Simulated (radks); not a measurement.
Run report: Gd, atomic calculation

- system: the neutral gadolinium atom in the configuration [Xe] 4f7 6s2 6p1.
- method: non-relativistic Kohn-Sham, TPSS, spin-unpolarised, spherical densities, point nucleus (the in-house radial solver radks)

## Key numbers

| quantity | value |
| --- | --- |
| outcome | converged |
| total energy | −10823.0995 hartree |
| kinetic energy | 10819.8680 hartree |
| electron–nucleus energy | −25668.7652 hartree |
| Hartree energy | 4264.4813 hartree |
| exchange–correlation energy | −238.683627 hartree |
| radius at density 0.001 e/bohr³ | 5.66 bohr |
| SCF iterations | 11 |
| hardware | 1 CPU thread, shared host |

## Remarks

Relativity is left out, which matters for an atom this heavy.

## The input
```
Z 64
configuration [Xe] 4f7 6s2 6p1
relativity non-relativistic
functional tpss,tpss
spin unpolarised
nucleus point
```

Energies in input and log are in hartree, lengths in bohr.

## The program's output
```
1s      1   2.0000       -1731.62231506
2s      1   2.0000        -275.89315359
2p      1   6.0000        -262.37844931
3s      1   2.0000         -61.06736878
3p      1   6.0000         -55.05797955
3d      1  10.0000         -43.90579628
4s      1   2.0000         -12.22133178
4p      1   6.0000          -9.86763290
4d      1  10.0000          -5.68545024
4f      1   7.0000          -0.60671367
5s      1   2.0000          -1.74986980
5p      1   6.0000          -1.10738203
6s      1   2.0000          -0.18632795
6p      1   1.0000          -0.08547721
Etot -10823.099539286664
Ekin 10819.867975168956
Encl -25668.765204769523
Eh 4264.481316888599
Exc -238.68362657469723
err 1.8530978423731452e-06
it 11
```

## Slater integrals of the outer shells (hartree)

```csv
integral,value
"F0(6p,6p)",0.1808
"F2(6p,6p)",0.0984
"F0(6p,6s)",0.1985
"G1(6p,6s)",0.1282
"F0(6p,4f)",0.2378
"F2(6p,4f)",0.0228
"G2(6p,4f)",0.0055
"G4(6p,4f)",0.0050
```

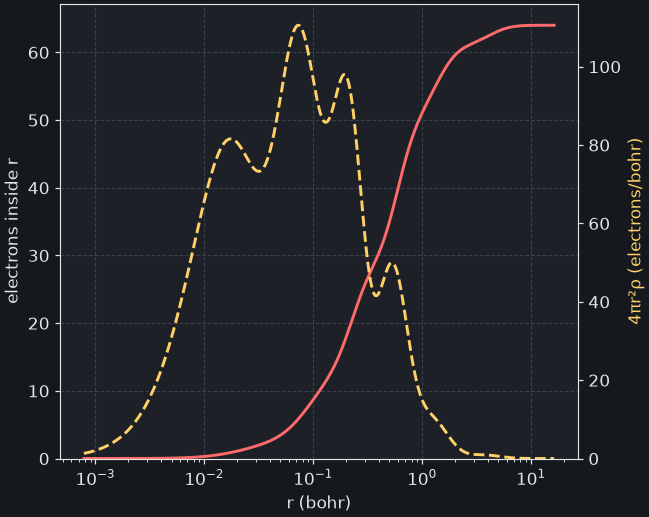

Fig. 1: The number of electrons inside radius r (solid) and the radial density 4πr²ρ (dashed). The count levels off at 64 electrons. Half of them lie within 0.439 bohr, 90 % within 1.63 bohr and 99 % within 5.42 bohr. The radial density has minima at 0.0315, 0.130 and 0.380 bohr, where the count stands at 2.0, 11.4 and 29.5; these part the shells that the density resolves.

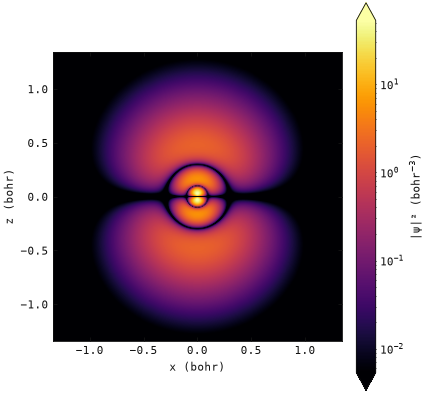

Fig. 2: One occupied orbital is shown. In the xz plane through the nucleus, the colour gives |ψ|² on a logarithmic scale. The radial function comes from the spherical calculation and is multiplied by a real spherical harmonic; the overall sign is chosen so that the largest lobe of P(r) is positive. It is 4p(z). It has the nodal plane xy and 2 radial nodes, at r = 0.0999 and 0.298 bohr. The outermost maximum of P² lies at 0.552 bohr, ⟨r⟩ = 0.601 bohr, 90 % of the charge lies within 0.873 bohr, and the eigenvalue is −268.5 eV, with 6 electrons in the shell.

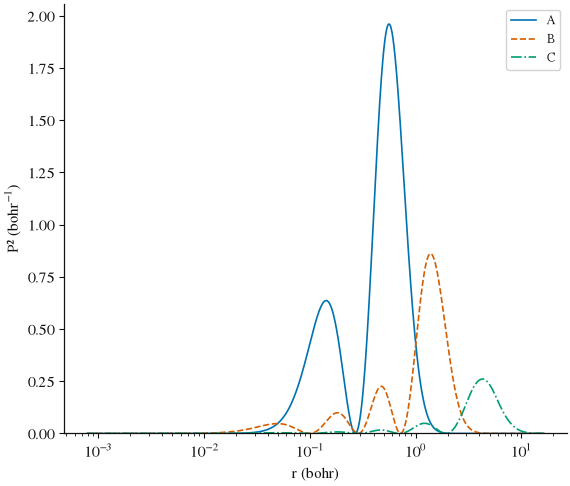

Fig. 3: The radial probability densities P² of 4d, 6p and 5p. A is 4d; B is 5p; C is 6p. 4d: outer maximum at 0.559 bohr, ⟨r⟩ = 0.636 bohr, 1 node, eigenvalue −154.7 eV; 5p: outer maximum at 1.38 bohr, ⟨r⟩ = 1.58 bohr, 3 nodes, eigenvalue −30.1 eV; 6p: outer maximum at 4.28 bohr, ⟨r⟩ = 5.00 bohr, 4 nodes, eigenvalue −2.33 eV.
